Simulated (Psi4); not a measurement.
# HF/def2-SVP run of CH5AlO2 (SMILES C[Al](O)O)

What is the vertical ionisation energy of CH5AlO2 at HF/def2-SVP? 

The calculation is run with Psi4 1.11.

1 further run of the same task is left out (set aside as unsound or not needed).

**1. Starting point**

The species is CH5AlO2 (9 atoms), meant as a singlet with charge 0. As SMILES, `C[Al](O)O`. The shape is that of a PBE0-D4/def2-TZVP optimisation. This is one conformer, not always the lowest.

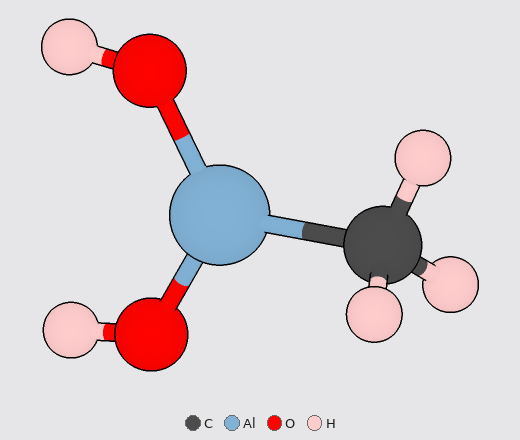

Viewed from a chosen angle; carbon dark grey, aluminium light blue, oxygen red, hydrogen pink.

**2. Energy and gradient at HF/def2-SVP**

Input file calc.py:

```python
import psi4

psi4.set_memory(2200000000)
psi4.set_num_threads(1)
psi4.core.set_output_file('psi4.out', False)

mol = psi4.geometry("""
0 1
C     -0.04745102     2.09725585    -1.95414689
Al    -0.00243775    -0.57241694     0.53976247
O      1.80986630    -3.16126614    -0.01269896
O     -1.76451287    -0.24859347     3.20146062
H     -0.42891114     1.34614640    -3.84049040
H     -1.47521470     3.52152353    -1.51884848
H      1.78737856     3.04472673    -2.04978593
H      1.98105659    -4.57752139     1.09097669
H     -1.85975507    -1.44989237     4.54377088
units bohr
symmetry c1
""")

options = {'reference': 'rhf', 'puream': True, 'e_convergence': 1e-09, 'd_convergence': 1e-08, 'scf_type': 'pk'}
psi4.set_options(options)

e, wfn = psi4.gradient("scf/def2-SVP", return_wfn=True)
psi4.oeprop(wfn, "LOWDIN_CHARGES", "QUADRUPOLE", "DIPOLE", title="SCF")
print('gradient / Eh bohr^-1')
print(e.np.round(6))
print(f'energy = {wfn.energy():.10f} Eh')
```

Run with:

```sh
$ python calc.py
```

psi4.out:

```text
[...]
  Running in c1 symmetry.
[...]
  Nuclear repulsion =  158.332931051977283
[...]
  Multiplicity = 1
[...]
  Nalpha       = 20
  Nbeta        = 20
[...]
    Number of basis functions: 85
[...]
   @RHF iter   1:  -432.08571413128743   -1.18725e+00   8.60395e-03 DIIS/ADIIS
[...]
   @RHF iter  11:  -432.31988542433766   -1.07434e-11   8.08870e-09 DIIS
[...]
    Orbital Energies [Eh]
    ---------------------
    Doubly Occupied:
       1A    -58.438295     2A    -20.524537     3A    -20.524263
       4A    -11.192695     5A     -4.873078     6A     -3.192963
       7A     -3.191483     8A     -3.189579     9A     -1.281447
      10A     -1.270923    11A     -0.904544    12A     -0.685058
      13A     -0.664780    14A     -0.540261    15A     -0.536403
      16A     -0.534279    17A     -0.501119    18A     -0.488896
      19A     -0.483253    20A     -0.430644
[...]
  @RHF Final Energy:  -432.31988542433766
   => Energetics <=
    Nuclear Repulsion Energy =            158.3329310519772832
    One-Electron Energy =                -914.4086327003534507
    Two-Electron Energy =                 323.7558162240384831
    Total Energy =                       -432.3198854243376559
[...]
  -Total Gradient:
     Atom            X                  Y                   Z
    ------   -----------------  -----------------  -----------------
       1        0.000228624316    -0.002328884016     0.002172619935
       2        0.000028239314    -0.001885122996     0.001683931023
       3        0.001515012230     0.012250295631    -0.014671792719
       4       -0.002427560559     0.015454885164    -0.011095291994
       5        0.000161718958    -0.000269105834     0.000512465135
       6        0.000074915383    -0.000568987647     0.000476203952
       7       -0.000249433199    -0.000423079708     0.000131204683
       8       -0.000552622737    -0.010361989131     0.011178932169
       9        0.001221106294    -0.011868011462     0.009611727816
[...]
 Multipole Moments:
 ------------------------------------------------------------------------------------
     Multipole            Electronic (a.u.)      Nuclear  (a.u.)        Total (a.u.)
 ------------------------------------------------------------------------------------
 L = 1.  Multiply by 2.5417464519 to convert [e a0] to [Debye]
 Dipole X            :          0.0235270            0.0010824            0.0246094
 Dipole Y            :         -2.9532573            2.3336815           -0.6195757
 Dipole Z            :          2.7729091           -2.1954114            0.5774977
 Magnitude           :                                                    0.8473389
 L = 2.  Multiply by 1.3450342976 to convert [e a0^2] to [Debye ang]
 Quadrupole XX       :        -87.4881481           64.0647149          -23.4234333
 Quadrupole XY       :         51.8062738          -49.5178516            2.2884222
[...]
```

The script printed:

```text
gradient / Eh bohr^-1
[[ 2.2900e-04 -2.3290e-03  2.1730e-03]
 [ 2.8000e-05 -1.8850e-03  1.6840e-03]
 [ 1.5150e-03  1.2250e-02 -1.4672e-02]
 [-2.4280e-03  1.5455e-02 -1.1095e-02]
 [ 1.6200e-04 -2.6900e-04  5.1200e-04]
 [ 7.5000e-05 -5.6900e-04  4.7600e-04]
 [-2.4900e-04 -4.2300e-04  1.3100e-04]
 [-5.5300e-04 -1.0362e-02  1.1179e-02]
 [ 1.2210e-03 -1.1868e-02  9.6120e-03]]
energy = -432.3198854243 Eh
```

It took 3.6 s on 1 thread of Intel Xeon 6975P-C (Granite Rapids), shared host; peak memory 0.28 GiB.

**3. The doublet cation: the energy at UHF/def2-SVP**

Input file job.dat:

```
memory 2200 mb

molecule molecule1 {
  1 2
  C     -0.025110     1.109820    -1.034090
  Al    -0.001290    -0.302910     0.285630
  O      0.957740    -1.672870    -0.006720
  O     -0.933740    -0.131550     1.694140
  H     -0.226970     0.712350    -2.032300
  H     -0.780650     1.863510    -0.803740
  H      0.945840     1.611200    -1.084700
  H      1.048330    -2.422320     0.577320
  H     -0.984140    -0.767250     2.404460
  symmetry c1
  no_reorient
  no_com
}

set basis def2-SVP
set reference uhf
set puream true
set e_convergence 1e-09
set d_convergence 1e-08
set scf_type pk
set maxiter 100

E, wfn = energy('scf', return_wfn=True)
print_variables()
```

Run with:

```sh
$ psi4 -n 1 job.dat job.out
```

job.out:

```text
[...]
  Running in c1 symmetry.
[...]
  Nuclear repulsion =  158.332931051724785
[...]
  Multiplicity = 2
[...]
  Nalpha       = 20
  Nbeta        = 19
[...]
    Number of basis functions: 85
[...]
   @UHF iter   1:  -431.75359493546887   -8.55129e-01   7.79730e-03 ADIIS/DIIS
[...]
   @UHF iter  14:  -431.95021610925869   -5.96856e-12   8.82868e-09 DIIS
[...]
   @S^2 Observed:                7.554614229E-01
[...]
    Orbital Energies [Eh]
    ---------------------
    Alpha Occupied:
       1A    -58.740452     2A    -20.721060     3A    -20.720656
       4A    -11.552478     5A     -5.169162     6A     -3.491278
       7A     -3.487274     8A     -3.484683     9A     -1.474467
      10A     -1.463089    11A     -1.273342    12A     -0.905190
      13A     -0.877926    14A     -0.865849    15A     -0.849501
      16A     -0.827674    17A     -0.730866    18A     -0.693892
      19A     -0.679840    20A     -0.672844
    Alpha Virtual:
      21A     -0.097906    22A     -0.084327    23A     -0.004153
      24A      0.000285    25A      0.022779    26A      0.035315
[...]
  @UHF Final Energy:  -431.95021610925869
   => Energetics <=
    Nuclear Repulsion Energy =            158.3329310517247848
    One-Electron Energy =                -904.2564173806306371
    Two-Electron Energy =                 313.9732702196471337
    Total Energy =                       -431.9502161092586903
  UHF NO Occupations:
  HONO-2 :   18  A 1.9996310
  HONO-1 :   19  A 1.9981523
[...]
 Multipole Moments:
 ------------------------------------------------------------------------------------
     Multipole            Electronic (a.u.)      Nuclear  (a.u.)        Total (a.u.)
 ------------------------------------------------------------------------------------
 L = 1.  Multiply by 2.5417464519 to convert [e a0] to [Debye]
 Dipole X            :         -0.0567701            0.0509848           -0.0057853
 Dipole Y            :         20.8894985          -20.2517791            0.6377193
 Dipole Z            :        -19.6214965           19.0277468           -0.5937497
 Magnitude           :                                                    0.8713542
[...]
```

It took 2.7 s on 1 thread of Intel Xeon 6975P-C (Granite Rapids), shared host; peak memory 0.28 GiB.

**4. What came out**

Level: HF/def2-SVP.

| quantity | value |
| --- | --- |
| singlet CH5AlO2: total energy | -432.31989 Eh |
| singlet CH5AlO2: dipole moment | 2.15 D |
| singlet CH5AlO2: HOMO energy | -11.72 eV |
| singlet CH5AlO2: LUMO energy | 2.91 eV |
| singlet CH5AlO2: HOMO–LUMO gap | 14.63 eV |
| singlet CH5AlO2: largest force on an atom | 0.986 eV/Å |
| doublet cation: total energy | -431.95022 Eh |
| doublet cation: HOMO energy (highest over α and β) | -18.29 eV |
| doublet cation: LUMO energy (lowest over α and β) | -8.64 eV |
| doublet cation: ⟨S²⟩ | 0.755 |
| vertical ionisation energy (to the doublet cation) | 10.059 eV |

In words: Removing an electron at fixed nuclei costs 10.06 eV (971 kJ/mol). The largest force (singlet CH5AlO2) is 0.99 eV/Å: the shape isn't a stationary point for this species at this level. −ε(HOMO) before ionisation, 11.72 eV, is 1.66 eV above this ionisation energy.
